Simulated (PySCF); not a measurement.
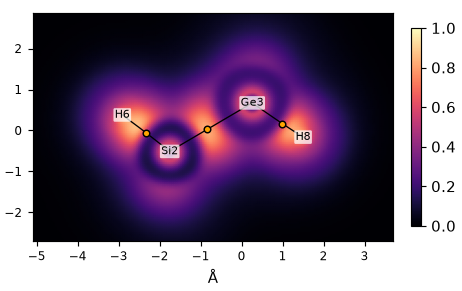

Figure. GeH₆SSi, SMILES `S[SiH2][GeH3]`. Localised orbital locator (LOL) in the plane of Si2, Ge3, H6 and H8, with bond paths and bond critical points (dots).

Computed with PySCF, B3LYP/def2-TZVP, geometry: GFN2-xTB. No frequency check shows the geometry to be a minimum. GFN2-xTB bond lengths at metals and heavier atoms can be off by up to 0.1 Å and shapes distorted, which carries into these values.

Coordinates in Å:

```
S1      -2.2834    0.5101    0.0468
Si2     -0.6885   -0.9297   -0.0258
Ge3      1.3708    0.1715    0.0091
H4      -1.6594    1.4774   -0.6107
H5      -0.9249   -1.7545    1.1511
H6      -0.8636   -1.7235   -1.2421
H7       1.5501    1.1859   -1.0818
H8       1.6741    0.9382    1.2579
H9       2.5323   -0.7570   -0.1528
```

What values does LOL take at the bond critical points in this plane?

Si2–Ge3: about 0.83; Ge3–H8: about 0.51; Si2–H6: about 0.42. Values above 0.5 mark slow, localised electrons, as in shared pairs; low values at a critical point mark a polar or closed-shell contact whose critical point lies between the shells.

Where along Ge3–H8 does the critical point lie?

0.89 Å from Ge3 and 0.60 Å from H8.
